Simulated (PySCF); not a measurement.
# CCSDT(Q)/STO-6G run of BH3O (SMILES BO)

Aim: the energy change on altering one bond length of BH3O at CCSDT(Q)/STO-6G, from 2 runs. 

The results are computed with PySCF 2.14.0.

8 further runs of the same task are left out: 8 set aside as unsound or not needed.

**1. The structure to begin with**

The species is BH3O (5 atoms), meant as a singlet with charge 0. SMILES: `BO`. The shape is that of a PBE0-D4/def2-TZVP optimisation.

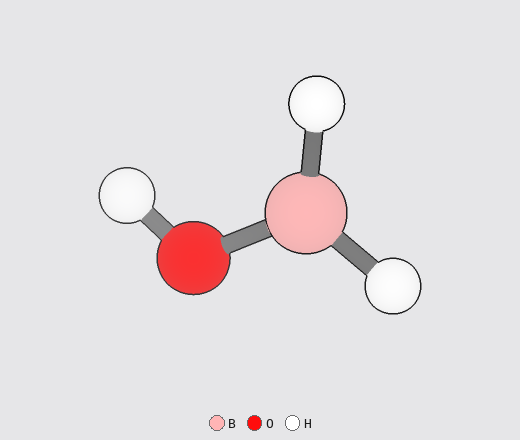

The structure, seen from a chosen angle (boron pink, oxygen red, hydrogen white).

**2. A single-point energy at CCSDT(Q)/STO-6G**

File job.py:

```python
from pyscf import gto, cc

mol = gto.M(
    atom='''
B       -0.226600      -0.352800       0.074700
O        0.413500       0.801800       0.345900
H       -0.820300      -0.865500       0.977800
H       -0.190600      -0.828900      -1.028100
H        0.874000       1.171800      -0.411700
''',
    basis='sto-6g',
    max_memory=1860,
    verbose=4,
)

hf = mol.RHF()
hf.conv_tol = 1e-10
hf.kernel()
if not hf.converged:
    hf = hf.newton().run(hf.mo_coeff, hf.mo_occ)

mycc = cc.CCSDT(hf, frozen=2)
mycc.kernel()
e_bracket, e_q = mycc.ccsdt_q()
energy = mycc.e_tot + e_q
print('E = %.10f Eh' % energy)
```

Started as:

```sh
$ OMP_NUM_THREADS=1 python job.py
```

Log:

```text
PySCF version 2.14.0

[INPUT] num. atoms = 5
[INPUT] num. electrons = 16
[INPUT] charge = 0
[INPUT] spin (= nelec alpha-beta = 2S) = 0
[INPUT] symmetry False subgroup None
[INPUT] Mole.unit = angstrom
[INPUT] Symbol           X                Y                Z      unit          X                Y                Z       unit  Magmom
[INPUT]  1 B     -0.226600000000  -0.352800000000   0.074700000000 AA   -0.428211939826  -0.666695376747   0.141162541505 Bohr   0.0
[INPUT]  2 O      0.413500000000   0.801800000000   0.345900000000 AA    0.781401752508   1.515182406676   0.653656266487 Bohr   0.0
[INPUT]  3 H     -0.820300000000  -0.865500000000   0.977800000000 AA   -1.550142339981  -1.635557960811   1.847774204600 Bohr   0.0
[INPUT]  4 H     -0.190600000000  -0.828900000000  -1.028100000000 AA   -0.360181799342  -1.566393984652  -1.942827428665 Bohr   0.0
[INPUT]  5 H      0.874000000000   1.171800000000  -0.411700000000 AA    1.651620632870   2.214381072765  -0.778000245483 Bohr   0.0

nuclear repulsion = 30.4046879689809
number of shells = 9
number of NR pGTOs = 78
number of NR cGTOs = 13
basis = sto-6g
ecp = {}

[... 37 lines left out ...]
converged SCF energy = -100.952547028452
[... 16 lines left out ...]
WARN: A large `blksize` is being used, which may cause large memory consumption
[... 3 lines left out ...]
WARN: A large `blksize_oovv` is being used, which may cause large memory consumption
[... 3 lines left out ...]
WARN: A large `blksize_oooo` is being used, which may cause large memory consumption
[... 13 lines left out ...]
Init t2, MP2 energy = -101.036464079913  E_corr(MP2) -0.083917051462
[... 14 lines left out ...]
RCCSDT converged
[... 5 lines left out ...]
E = -101.0637730185 Eh
```

Wall time 1.4 s (1 thread of Arm Neoverse V1, shared host); peak memory 0.12 GiB.

**3. The distorted shape, same level**

File job.py:

```python
from pyscf import gto, cc

mol = gto.M(
    atom='''
B       -0.269800       0.218525       1.398071
O        0.370300       1.373125       1.669271
H       -0.863500      -0.294175       2.301171
H       -0.190600      -0.828900      -1.028100
H        0.830800       1.743125       0.911671
''',
    max_memory=1860,
    basis='sto-6g',
    verbose=3,
)

hf = mol.RHF()
hf.conv_tol = 1e-10
hf.kernel()
if not hf.converged:
    hf = hf.newton().run(hf.mo_coeff, hf.mo_occ)

mycc = cc.CCSDT(hf, frozen=2)
mycc.kernel()
e_bracket, e_q = mycc.ccsdt_q()
energy = mycc.e_tot + e_q
print('Final energy', energy)
```

Started as:

```sh
$ OMP_NUM_THREADS=1 python job.py
```

Log:

```text
converged SCF energy = -100.635557147244
_make_eris_incore_RCCSDT

WARN: A large `blksize` is being used, which may cause large memory consumption
      for storing contraction intermediates. If memory is sufficient, consider using
      `pyscf.cc.rccsdt_highm.RCCSDT` instead.

WARN: A large `blksize_oovv` is being used, which may cause large memory consumption
      for storing contraction intermediates. If memory is sufficient, consider using
      `pyscf.cc.rccsdt_highm.RCCSDT` instead.

WARN: A large `blksize_oooo` is being used, which may cause large memory consumption
      for storing contraction intermediates. If memory is sufficient, consider using
      `pyscf.cc.rccsdt_highm.RCCSDT` instead.

RCCSDT converged
E(RCCSDT) = -100.872521271076   E_corr = -0.2369641238323754
E_corr(same-spin) = -0.01390323777067
E_corr(oppo-spin) = -0.223060886061705
_make_eris_incore_RCCSDT
Final energy -100.87240062525699
```

Run time: 1.6 s. Hardware: 1 thread of Arm Neoverse V1, shared host; peak memory 0.12 GiB.

**4. Results**

Level: CCSDT(Q)/STO-6G, 2 core orbitals frozen.

| quantity | value |
| --- | --- |
| first shape: total energy | -101.06377 Eh |
| first shape: dipole moment (Hartree–Fock density) | 1.54 D |
| first shape: HOMO energy (Hartree–Fock orbitals) | -10.86 eV |
| first shape: LUMO energy (Hartree–Fock orbitals) | 8.16 eV |
| first shape: HOMO–LUMO gap (Hartree–Fock orbitals) | 19.02 eV |
| first shape: correlation energy (2 core orbitals frozen) | -111.2 mEh |
| first shape: T1 diagnostic | 0.021 |
| distorted shape: total energy | -100.87240 Eh |
| distorted shape: dipole moment (Hartree–Fock density) | 1.78 D |
| distorted shape: HOMO energy (Hartree–Fock orbitals) | -5.01 eV |
| distorted shape: LUMO energy (Hartree–Fock orbitals) | 3.93 eV |
| distorted shape: HOMO–LUMO gap (Hartree–Fock orbitals) | 8.94 eV |
| distorted shape: correlation energy (2 core orbitals frozen) | -236.8 mEh |
| distorted shape: T1 diagnostic | 0.038 |
| energy change with the B1–H4 bond stretched from 1.202 to 2.644 Å | 5.208 eV |

In words: With the B1–H4 bond stretched from 1.202 to 2.644 Å the energy rises by 5.21 eV (120 kcal/mol). The first shape isn't relaxed at this level, so the change isn't measured from a minimum. The minimal basis adds a large error of its own. The T1 diagnostic (first shape) of 0.021 is above the customary mark for such species, so a single reference may not serve. The T1 diagnostic (distorted shape) of 0.038 is above the customary mark for such species, so a single reference may not serve.
